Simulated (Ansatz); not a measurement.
**C4H7B (SMILES C#CB(C)C): B3LYP/cc-pVDZ**

What is the energy change on altering one bond length of C4H7B at B3LYP/cc-pVDZ? 

Program for the calculation: Ansatz 0.2.0.

33 further runs of the same task are left out: 33 set aside as unsound or not needed. Runs told in other sessions of the task aren't counted.

## Step 1: Starting point

C4H7B: 12 atoms, total charge 0, spin state singlet. As SMILES, `C#CB(C)C`. The shape is that of a PBE0-D4/def2-TZVP optimisation.

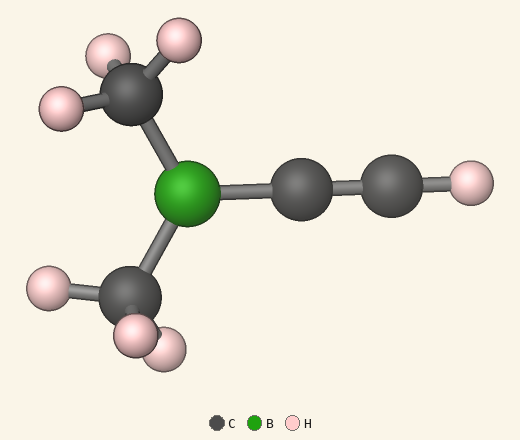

The structure, seen from a chosen angle (carbon dark grey, boron green, hydrogen pink).

## Step 2: The energy at B3LYP/cc-pVDZ

Contents of input.yaml:

```yaml
basis:
  gaussian: {orbitals: cc-pVDZ}
crystal:
  periodic: [false, false, false]
  atoms:
    - {symbol: C, position_ang: [-0.661600, 2.532300, 0.484500]}
    - {symbol: C, position_ang: [-0.357900, 1.383300, 0.266900]}
    - {symbol: B, position_ang: [0.024200, -0.067500, -0.009200]}
    - {symbol: C, position_ang: [-0.665800, -1.205600, 0.811900]}
    - {symbol: C, position_ang: [1.094600, -0.379000, -1.106000]}
    - {symbol: H, position_ang: [-0.929800, 3.545600, 0.676300]}
    - {symbol: H, position_ang: [-0.078400, -2.125800, 0.854900]}
    - {symbol: H, position_ang: [-1.592200, -1.454800, 0.272500]}
    - {symbol: H, position_ang: [-0.970700, -0.909700, 1.817200]}
    - {symbol: H, position_ang: [2.071000, -0.357100, -0.598500]}
    - {symbol: H, position_ang: [1.148800, 0.363300, -1.904000]}
    - {symbol: H, position_ang: [0.995000, -1.380100, -1.532400]}
hamiltonian: {xc: {name: B3LYP}}
accuracy: high
output: {orbitals: {seedname: orbitals}}
```

Started as:

```console
$ ansatz run input.yaml --threads 1 --pin off --max-ram 2610MiB --events-out events.jsonl --progress --plain --runs-dir runs
```

Log:

```text
Warning: RAYON_NUM_THREADS=1 ignored (pool sized by the plan → 1); use --threads N
Functional definition: B3LYP
  name "B3LYP"
  parameter a0 = 0.2
  parameter ax = 0.72
  parameter ac = 0.81
  exchange = (1 - a0 - ax)*slater_x + ax*b88_x + a0*exact_x
  correlation = (1 - ac)*vwn_rpa_c + ac*lyp_c
2485 factors; integrals over basis functions are off by at most 3.4e-9 eV
mean field evaluation 1: about -4926.7862 eV, gradient 6.5e1 eV
mean field evaluation 2: about -4924.1162 eV, gradient 7.0e1 eV
mean field evaluation 4: about -4937.3469 eV, gradient 4.2e0 eV
mean field evaluation 8: about -4937.5962 eV, gradient 1.3e-1 eV
mean field evaluation 16: about -4937.5962 eV, gradient 2.9e-5 eV
mean field -4937.59620722 eV, -181.4533137925 hartree, gradient 1.5e-8 eV, S^2 0.000000; 0 other end points of the search recorded, 0 dependent functions left out
reference -4937.59625338 eV, -181.4533154887 hartree; 18, 18 occupied and 87, 87 virtual orbitals, 2485 factors
Total energy: -4937.59625338 eV, -181.4533154887 hartree
```

Run time: 10 s. Hardware: 1 thread of Arm Neoverse V2, shared host; peak memory 0.37 GiB.

## Step 3: The distorted shape

Contents of run.yaml:

```yaml
crystal:
  periodic: [false, false, false]
  atoms:
    - {symbol: C, position_ang: [-0.749695, 2.670307, 0.478051]}
    - {symbol: C, position_ang: [-0.445995, 1.521307, 0.260451]}
    - {symbol: B, position_ang: [-0.063895, 0.070507, -0.015649]}
    - {symbol: C, position_ang: [-0.753895, -1.067593, 0.805451]}
    - {symbol: C, position_ang: [1.006505, -0.240993, -1.112449]}
    - {symbol: H, position_ang: [-1.017895, 3.683607, 0.669851]}
    - {symbol: H, position_ang: [-0.078400, -2.125800, 0.854900]}
    - {symbol: H, position_ang: [-1.680295, -1.316793, 0.266051]}
    - {symbol: H, position_ang: [-1.058795, -0.771693, 1.810751]}
    - {symbol: H, position_ang: [1.982905, -0.219093, -0.604949]}
    - {symbol: H, position_ang: [1.060705, 0.501307, -1.910449]}
    - {symbol: H, position_ang: [0.906905, -1.242093, -1.538849]}
basis:
  gaussian:
    orbitals: cc-pVDZ
hamiltonian:
  xc: {name: B3LYP}
output:
  orbitals: {seedname: orbitals}
accuracy: high
```

Started as:

```console
$ ansatz run run.yaml --threads 1 --pin off --max-ram 2610MiB --events-out events.jsonl --progress --plain --runs-dir runs
```

Log:

```text
Warning: RAYON_NUM_THREADS=1 ignored (pool sized by the plan → 1); use --threads N
[... 7 set-up lines as earlier in the session ...]
2487 factors; integrals over basis functions are off by at most 3.5e-9 eV
mean field evaluation 1: about -4926.6156 eV, gradient 6.4e1 eV
mean field evaluation 2: about -4923.2606 eV, gradient 7.1e1 eV
mean field evaluation 4: about -4937.0597 eV, gradient 4.3e0 eV
mean field evaluation 8: about -4937.3075 eV, gradient 1.3e-1 eV
mean field evaluation 16: about -4937.3076 eV, gradient 2.0e-5 eV
mean field -4937.30760624 eV, -181.4427079019 hartree, gradient 3.8e-8 eV, S^2 0.000000; 0 other end points of the search recorded, 0 dependent functions left out
reference -4937.30765267 eV, -181.4427096083 hartree; 18, 18 occupied and 87, 87 virtual orbitals, 2487 factors
Total energy: -4937.30765267 eV, -181.4427096083 hartree
```

Run time: 10 s. Hardware: 1 thread of Arm Neoverse V2, shared host; peak memory 0.37 GiB.

## Step 4: Results

At B3LYP/cc-pVDZ:

```
                                                         quantity          value
                                        first shape: total energy  -181.45332 Eh
                                         first shape: HOMO energy       -7.35 eV
                                         first shape: LUMO energy       -1.42 eV
                                       first shape: HOMO–LUMO gap        5.93 eV
                                    distorted shape: total energy  -181.44271 Eh
                                     distorted shape: HOMO energy       -7.38 eV
                                     distorted shape: LUMO energy       -1.45 eV
                                   distorted shape: HOMO–LUMO gap        5.93 eV
energy change with the C4–H7 bond stretched from 1.093 to 1.256 Å       0.289 eV
```

In words: With the C4–H7 bond stretched from 1.093 to 1.256 Å the energy rises by 0.29 eV (6.7 kcal/mol). The first shape isn't relaxed at this level, so the change isn't measured from a minimum.
